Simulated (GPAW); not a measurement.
The O K edge of atom 3 in PNO (Cc), with 2 P at 1.60 Å (bent, 135°, site symmetry 1), was computed in 2 ways: full core hole (charged cell) and no core hole. Program and functional: GPAW, LDA, Gaussian full width 0.9 eV up to 4 eV, rising linearly to 3.5 eV at 25 eV; cells of 6 and 24 atoms (the run without a hole in the smaller).

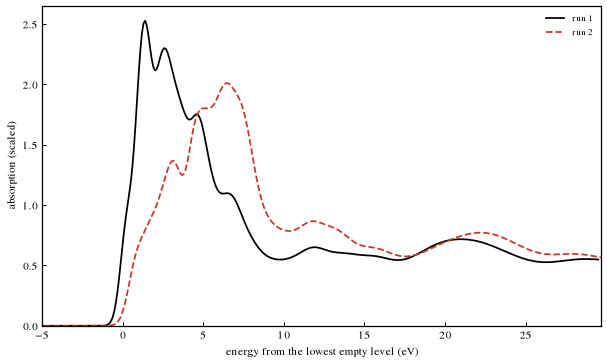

Each run is counted from its own lowest empty level or Fermi level and scaled to a mean of 1 over its first 20 eV.

Which run is which?

Run 1: full core hole (charged cell) (area from −2 to 6 eV 11.0, main maxima 1.4 eV (2.53), 2.6 eV (2.30), 4.6 eV (1.75) and 21.0 eV (0.72)). Run 2: no core hole (area from −2 to 6 eV 7.2, main maxima 3.1 eV (1.37), 6.5 eV (2.01), 11.8 eV (0.87) and 22.2 eV (0.77)). With each curve scaled to its own mean, the area from −2 to 6 eV with the hole is 11.0 against 7.2, and the centre of weight from −1 to 20 eV moves by -1.5 eV: the hole pulls the absorber's empty states down.

[Hosts, paths, dates, database ids (printed as entryN), source tags and the programs' standing remarks are cut or masked in the printed files.]

[Lists of maxima count a maximum above −3 eV only where it reaches 4 % of the highest in the window and stands out from its surroundings by 2 % of it (1.5 % where it reaches 55 %); shoulders and weaker maxima are passed over, and of the rest the first, up to two pre-edge ones and the few strongest are named.]
